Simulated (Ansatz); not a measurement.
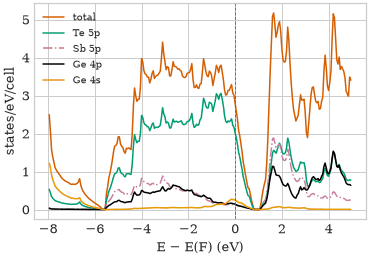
*Total and projected density of states of GeSbTe₃ in space group R3m (No. 160; Pearson symbol hR5), the program Ansatz at the PBE+D3(BJ) level (PAW)*

Which orbitals carry the states next to the Fermi level?

Within 0.5 eV of the Fermi level: Te 5p 73 %, Ge 4s 8 %, Sb 5s 6 %, Ge 4p 5 %. Projections are on Löwdin-orthogonalised atomic valence shells; empty p or d shells of many metals are not among them.

Where is the tallest occupied peak in this window, and what makes it?

Near -3.1 eV, about 4.4 states/eV per cell; the largest projected share is Te 5p.

The workflow started from a Materials Project entry (that database holds measured and hypothetical structures alike); the Crystallography Open Database copy checked does not list it. Whether it is the stable phase at ambient conditions was not checked. The PBE+D3(BJ) relaxation kept the symmetry of its start; its stability against distortions is not shown here. With an odd number of electrons in the cell and no spin polarisation, the count alone makes it a metal. Spin–orbit coupling is left out wherever it is not named.

Potentials: the later of the program's two PAW sets.
